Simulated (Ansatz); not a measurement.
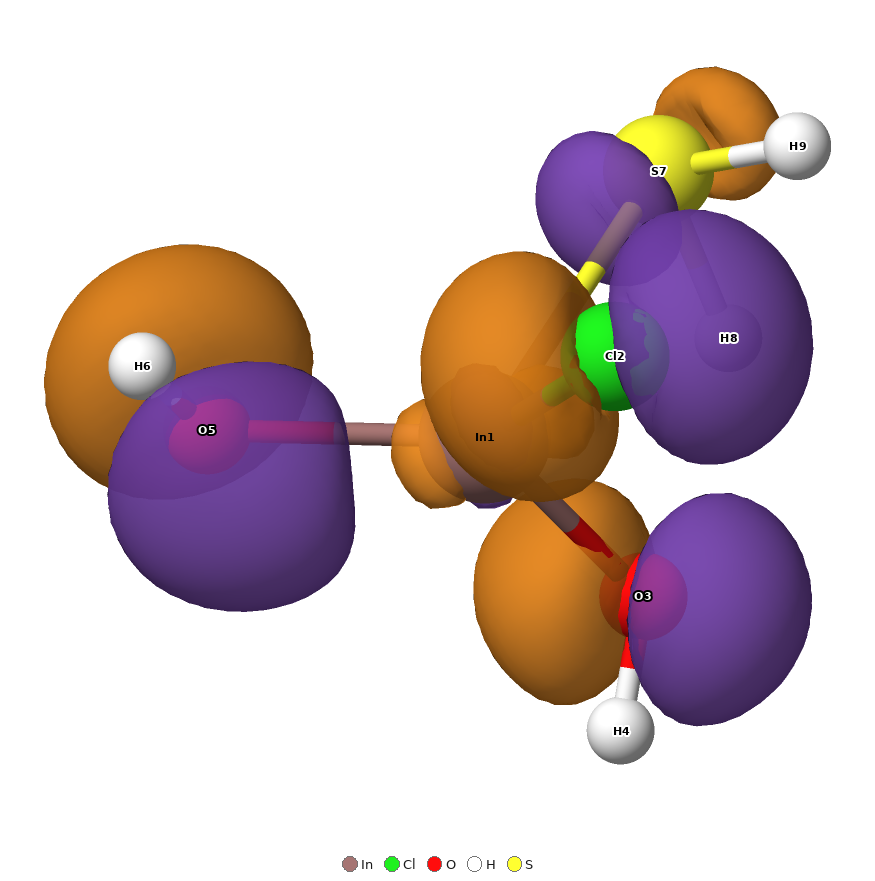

ClH4InO2S. The HOMO at ±0.1 Å⁻³ᐟ² (orange and purple are the two phases), seen at a tilt.

Core potentials replace the inner electrons of In.

The calculation used RKS CAM-B3LYP/def2-SVP (Ansatz 0.2.0).

```xyz
9

In   -0.2018   -0.0747    0.3015
Cl   -0.4902   -1.2090    2.3472
O     1.6746    0.4274   -0.2121
H     2.1421   -0.1709   -0.8065
O    -1.5928   -0.2092   -1.1092
H    -2.4187   -0.5906   -0.7866
S    -0.0069    2.5218    1.2243
H     1.2190    2.2621    0.6900
H     0.3396    2.0930    2.4574
```

Describe this orbital and give its energy.

It lies mainly on O5 (about 45 %), Cl2 (about 20 %), O3 (about 20 %) and In1 (about 10 %); largely a combination of lone pairs on O5, Cl2 and O3. Its energy is −9.56 eV.
